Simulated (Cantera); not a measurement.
Charge: 1 mol TiO2, 1 mol MgCl2, 0.11 mol O2, equilibrated at 1 atm.

Cantera equilibrium calculation (NASA polynomials, part measured and part estimated; ideal gas, pure solids and liquids). Candidate condensed phases: Mg, MgCl2, MgO, MgTiO3, MgTi2O5, Mg2TiO4, Ti, TiCl2, TiCl3, TiCl4, TiO, TiO2, Ti2O3, Ti3O5, Ti4O7; 20 gas species. Mutual solubility and eutectic melting of coexisting phases are not modelled. Condensed phases not in the tables: alloys, solid solutions and most ternary compounds. The numbers say what is thermodynamically allowed, not how fast it happens.

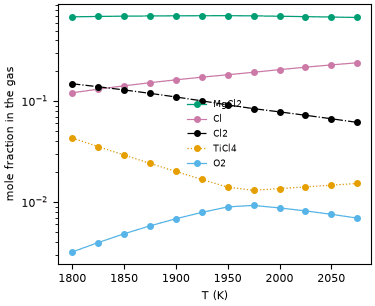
Equilibrium gas composition (values under 1e-9 drawn at 1e-9)

From 1800 K to 1950 K the condensed part is MgTi2O5(s) + TiO2(rutile). From 1975 K to 2075 K the condensed part is MgTi2O5(l) + TiO2(rutile). The main Ti-bearing gas is TiCl4 throughout. The share of Ti in condensed phases is highest at 1975 K (98.5 %) and lowest at 1800 K (95.6 %).
